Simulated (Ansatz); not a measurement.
**ClFGeH2O: harmonic frequencies at the relaxed geometry**

At which frequencies does ClFGeH2O vibrate? The task is harmonic frequencies at the relaxed geometry, for ClFGeH2O. SMILES: [OH][GeH]([F])[Cl].

Program: the Python package of Ansatz 0.2.0. Level of theory: PBE/def2-SVP. These are calculated values, not measurements.

**1. Starting point**

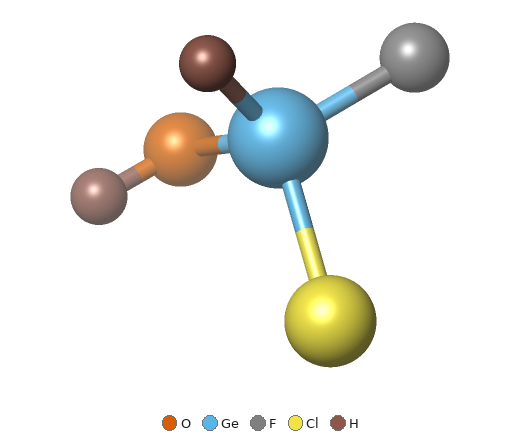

The structure that the script starts from, seen from a chosen angle (oxygen orange, germanium blue, fluorine grey, chlorine yellow, hydrogen brown).

The script reads clfgeh2o.xyz:

```xyz
6

O     0.70260    0.94840   -0.83870
Ge    0.05120   -0.25380    0.28570
F     1.36830   -1.22990    0.82920
Cl   -1.31560   -1.50200   -0.72200
H    -0.14630    1.51820   -1.09970
H    -0.61800    0.45500    1.49940
```

**2. The code**

File freq_clfgeh2o.py:

```python
'''Vibrations of ClFGeH2O.'''

from dataclasses import dataclass
import logging
import sys

import ansatz as az
from ase import Atoms
from ase.thermochemistry import IdealGasThermo
import numpy as np

logging.basicConfig(stream=sys.stdout, format='%(name)s: %(message)s')
log = logging.getLogger('run')
log.setLevel(logging.INFO)


@dataclass(frozen=True)
class Options:
    basis: str = 'def2-SVP'
    xc: str = 'pbe'


opts = Options()

system = az.Crystal.molecule_from_extxyz('clfgeh2o.xyz')

base = system.calculation().basis(gaussian=opts.basis).functional(opts.xc)
symbols = [site.symbol for site in system.cartesian_sites]
start = np.array([site.position_ang for site in system.cartesian_sites], dtype=float)
data = base.relax(force_tolerance=0.003).run(threads=1).report
end = np.array(data['positions_ang'])

log.info('bond        before    after (A)')
for i, j in [(0, 1), (0, 4), (1, 2), (1, 3), (1, 5)]:
    d0, d1 = (np.linalg.norm(xyz[i] - xyz[j]) for xyz in (start, end))
    print(f'{symbols[i]}{i}-{symbols[j]}{j}'.ljust(10), f'{d0:8.4f} {d1:8.4f}')
for i, j, k in [(1, 0, 4), (0, 1, 2), (0, 1, 3), (0, 1, 5), (2, 1, 3), (2, 1, 5), (3, 1, 5)]:
    u, v = end[i] - end[j], end[k] - end[j]
    log.info(f'angle {symbols[i]}{i}-{symbols[j]}{j}-{symbols[k]}{k}: {np.degrees(np.arccos(np.clip(u @ v / np.linalg.norm(u) / np.linalg.norm(v), -1, 1))):.2f} deg')

# same settings at the minimum
minimum = az.Crystal.molecule()
for symbol, xyz in zip(symbols, end):
    minimum = minimum.atom(symbol, xyz.tolist())
vibrating = minimum.calculation()
vibrating = vibrating.basis(gaussian=opts.basis)
vibrating = vibrating.functional(opts.xc)
vibrating = vibrating.phonons(temperatures=(200, 600, 100))
vib = vibrating.run(threads=1).report['vibrations']
sums = vib['harmonic_sums']
modes = [m['omega_inv_cm'] for m in sums['modes_at_gamma'] if m['rigid_motion'] == 'no']
for number, w in enumerate(modes, start=1):
    log.info(f'mode {number:2d} {w:9.1f} 1/cm {w / 8065.544 * 1000:8.2f} meV')
print('imaginary modes:', sum(w < 0 for w in modes), ' zero-point energy:', round(sums['zero_point_energy_ev'], 4), 'eV')
# rigid rotor and ideal gas, symmetry number taken as one
gas = IdealGasThermo(vib_energies=[w / 8065.544 for w in modes if w > 0], geometry='linear' if len(modes) == 3 * len(symbols) - 5 else 'nonlinear',
                     atoms=Atoms(symbols, positions=end), symmetrynumber=1, spin=0.0)
log.info(f'H(298 K) - E = {gas.get_enthalpy(298.15, verbose=False):.4f} eV')
log.info(f'S(298 K, 1 bar) = {96485.33 * gas.get_entropy(298.15, 1e5, verbose=False):.1f} J/(mol K) with symmetry number 1')
```

**3. The input behind the calls**

The package turns the script's settings into the engine's input (first run):

```yaml
crystal:
  periodic: [false, false, false]
  atoms:
    - { symbol: O, position_ang: [0.7026, 0.9484, -0.8387] }
    - { symbol: Ge, position_ang: [0.0512, -0.2538, 0.2857] }
    - { symbol: F, position_ang: [1.3683, -1.2299, 0.8292] }
    - { symbol: Cl, position_ang: [-1.3156, -1.502, -0.722] }
    - { symbol: H, position_ang: [-0.1463, 1.5182, -1.0997] }
    - { symbol: H, position_ang: [-0.618, 0.455, 1.4994] }
basis:
  gaussian:
    orbitals: def2-SVP
hamiltonian:
  xc: pbe
relax:
  f_tol: 0.003
```

**4. The run**

The run is started by

```bash
> python freq_clfgeh2o.py
```

Log:

```text
run: bond        before    after (A)
O0-Ge1       1.7703   1.7714
O0-H4        1.0552   0.9767
Ge1-F2       1.7271   1.7508
Ge1-Cl3      2.1075   2.1624
Ge1-H5       1.5567   1.5346
run: angle Ge1-O0-H4: 111.81 deg
run: angle O0-Ge1-F2: 108.78 deg
run: angle O0-Ge1-Cl3: 110.95 deg
run: angle O0-Ge1-H5: 108.48 deg
run: angle F2-Ge1-Cl3: 105.24 deg
run: angle F2-Ge1-H5: 110.02 deg
run: angle Cl3-Ge1-H5: 113.26 deg
run: mode  1     152.9 1/cm    18.95 meV
run: mode  2     193.3 1/cm    23.96 meV
run: mode  3     233.5 1/cm    28.95 meV
run: mode  4     266.0 1/cm    32.98 meV
run: mode  5     420.4 1/cm    52.12 meV
run: mode  6     671.9 1/cm    83.31 meV
run: mode  7     690.1 1/cm    85.57 meV
run: mode  8     699.1 1/cm    86.68 meV
run: mode  9     722.5 1/cm    89.58 meV
run: mode 10     902.8 1/cm   111.93 meV
run: mode 11    2166.9 1/cm   268.66 meV
run: mode 12    3720.9 1/cm   461.34 meV
imaginary modes: 0  zero-point energy: 0.672 eV
run: H(298 K) - E = 0.8560 eV
run: S(298 K, 1 bar) = 326.8 J/(mol K) with symmetry number 1
```

Wall time 2 min (1 thread of Arm Neoverse V1, shared host); peak memory 0.26 GiB.

**5. What changed from run to run**

The engine's inputs for the other runs:

Run 2, against run 1:

```diff
@@ -4,6 +4,6 @@
-    - { symbol: O, position_ang: [0.7026, 0.9484, -0.8387] }
-    - { symbol: Ge, position_ang: [0.0512, -0.2538, 0.2857] }
-    - { symbol: F, position_ang: [1.3683, -1.2299, 0.8292] }
-    - { symbol: Cl, position_ang: [-1.3156, -1.502, -0.722] }
-    - { symbol: H, position_ang: [-0.1463, 1.5182, -1.0997] }
-    - { symbol: H, position_ang: [-0.618, 0.455, 1.4994] }
+    - { symbol: O, position_ang: [0.2553880765666337, 1.3022784850971378, -0.5574289383615016] }
+    - { symbol: Ge, position_ang: [-0.07841517599018681, -0.16482260554187236, 0.3775231024750295] }
+    - { symbol: F, position_ang: [1.4004405005940215, -1.0910871330527636, 0.5199422333489689] }
+    - { symbol: Cl, position_ang: [-1.4580584928302582, -1.4551839852759925, -0.6747808940172042] }
+    - { symbol: H, position_ang: [0.49887592924658797, 1.096731638899437, -1.480671889613154] }
+    - { symbol: H, position_ang: [-0.5760308375867977, 0.24798359987405283, 1.769316386167862] }
@@ -15,2 +15,5 @@
-relax:
-  f_tol: 0.003
+phonons:
+  temperatures:
+    t_min: 200.0
+    t_max: 600.0
+    t_step: 100.0
```

Lines on the test bed's own set-up are left out of the output.

A comment line of the script is reworded here; the code is as run.

**6. Run by run**

One row for each of the 2 runs:

```csv
run,kind of run,energy from run 1 (eV),SCF cycles in all,CPU time (s)
1,relaxation,0.0000,161,66
2,phonons,0.0000,232,54
```

**7. How the relaxation of run 1 went**

Step by step:

```csv
step,E - E(step 1) (eV),largest force component (eV/Å)
1,0.0000,2.3900
2,-0.1675,1.0223
3,-0.1951,0.2506
4,-0.2015,0.1367
5,-0.1920,0.8999
6,-0.2072,0.1312
7,-0.2095,0.5834
8,-0.2343,0.1381
9,-0.2451,0.5178
10,-0.2471,0.8706
11,-0.1928,2.2546
12,-0.2612,0.7345
13,-0.2804,0.2464
14,-0.2813,0.4436
15,-0.2980,0.1155
16,-0.2999,0.1030
17,-0.3004,0.1205
18,-0.3007,0.0725
19,-0.3009,0.0269
20,-0.3009,0.0160
21,-0.3009,0.0148
22,-0.3009,0.0085
23,-0.3009,0.0044
24,-0.3009,0.0003
```

Step 1 is the start. Steps 5, 11 were tried and not accepted.

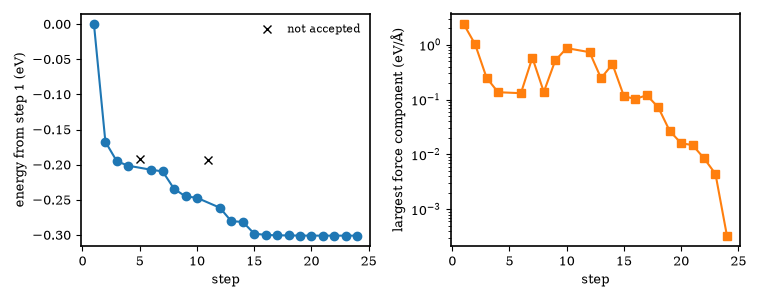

Energy and largest force along the relaxation.

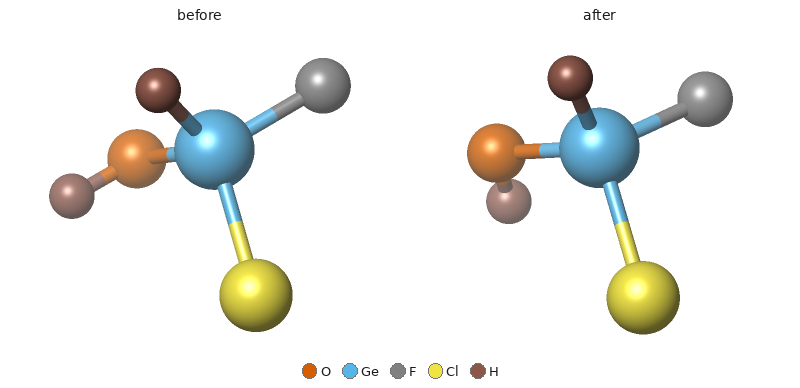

Before and after, at one scale.

Before: Bond lengths: O1–Ge2 1.770 Å, Ge2–F3 1.727 Å, Ge2–Cl4 2.108 Å, O1–H5 1.055 Å, Ge2–H6 1.557 Å. Angles: O1–Ge2–F3 107.6°, O1–Ge2–Cl4 109.7°, O1–Ge2–H6 110.1°, F3–Ge2–Cl4 108.1°, F3–Ge2–H6 109.9°, Cl4–Ge2–H6 111.3°, Ge2–O1–H5 103.2°.

After: Bond lengths: O1–Ge2 1.771 Å, Ge2–F3 1.751 Å, Ge2–Cl4 2.162 Å, O1–H5 0.977 Å, Ge2–H6 1.535 Å. Angles: O1–Ge2–F3 108.8°, O1–Ge2–Cl4 111.0°, O1–Ge2–H6 108.5°, F3–Ge2–Cl4 105.2°, F3–Ge2–H6 110.0°, Cl4–Ge2–H6 113.3°, Ge2–O1–H5 111.8°.

**8. Harmonic frequencies**

Frequencies (cm⁻¹; negative: imaginary): 153, 193, 233, 266, 420, 672, 690, 699, 723, 903, 2167, 3721.

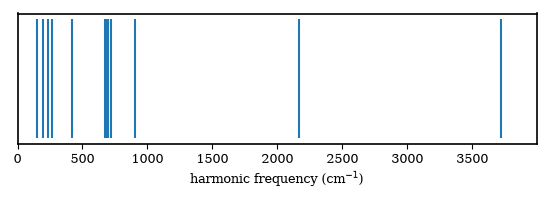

The harmonic frequencies as lines of equal height (no intensities).

**9. Summary of results**

| quantity | value |
| --- | --- |
| runs compared | 2 |
| moves of the relaxation of run 1 | 21 |
| energy gained in run 1 | 0.301 eV |
| last largest force component of run 1 | 0.0003 eV/Å |
| highest frequency | 3721 cm⁻¹ |
| imaginary modes | 0 |
| zero-point energy | 0.672 eV |

In words: Run 1: After 21 moves the largest shift is 0.860 Å, of atom 5 (H). So large a move can change the bonding: the results belong to the relaxed structure. All frequencies are real, so the geometry is a minimum. The values are harmonic; measured fundamentals also hold anharmonic shifts, mostly downward for stretches. The frequencies are harmonic and unscaled, in a modest basis. The result belongs to the one conformer reached from this start, and soft torsions count as harmonic oscillators. The entropy takes a symmetry number of 1; a symmetric molecule's is lower by R ln(sigma).
